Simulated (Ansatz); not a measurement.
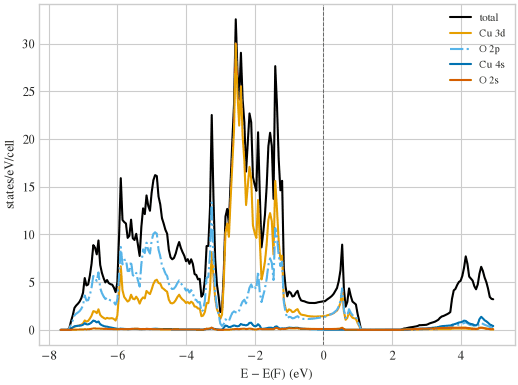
Fig. 1. Total and projected density of states of CaCu2O3 in space group Pmmn (No. 59; Ca on 2a, Cu on 4e, O on 4e, O on 2b), LDA (plane waves, PAW; program Ansatz)

### Question
Which orbitals carry the states next to the Fermi level?

### Answer
Within 0.5 eV of the Fermi level: Cu 3d 48 %, O 2p 45 %. Projections are on Löwdin-orthogonalised atomic valence shells; empty p or d shells of many metals are not among them.

### Question
Where is the tallest occupied peak in this window, and what makes it?

### Answer
Near -2.5 eV, about 33 states/eV per cell; the largest projected share is Cu 3d.

The workflow started from an entry of the Crystallography Open Database (COD). Its standing as an ambient phase is unchecked. The LDA relaxation kept the symmetry of its start; its stability against distortions is not shown here. The run is not spin-polarised. No Hubbard U is applied. Without spin polarisation and U, an open-shell compound can come out a false metal.

Potentials: the later of the program's two PAW sets.
